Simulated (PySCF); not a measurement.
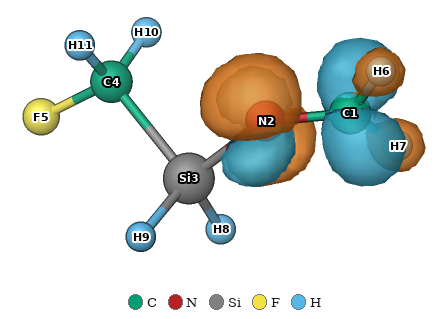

C$_{2}$H$_{6}$FNSi, SMILES `C=N[SiH2]CF`. Unrelaxed difference density of S₁ less the ground state (TDA singlet states), ±0.06 e/Å³; light blue: gain, orange: loss.

Method: BHandHLYP/def2-SVPD; geometry: GFN2-xTB; program: PySCF. No frequency check shows the geometry to be a minimum.

Q: How does the charge move on excitation?

A: 0.73 e is displaced in all, of which about 0.3 e passes between atoms: N2 (0.27 e) loses electrons and C1 (0.31 e) gains them. The state: 4.22 eV (294 nm), f = 0.001 (very weak); the leading pair carries 100 %; hole on N2 (59 %), C1 (13 %) and Si3 (11 %), electron on C1 (44 %), N2 (32 %) and Si3 (7 %); their centroids lie 0.5 Å apart.
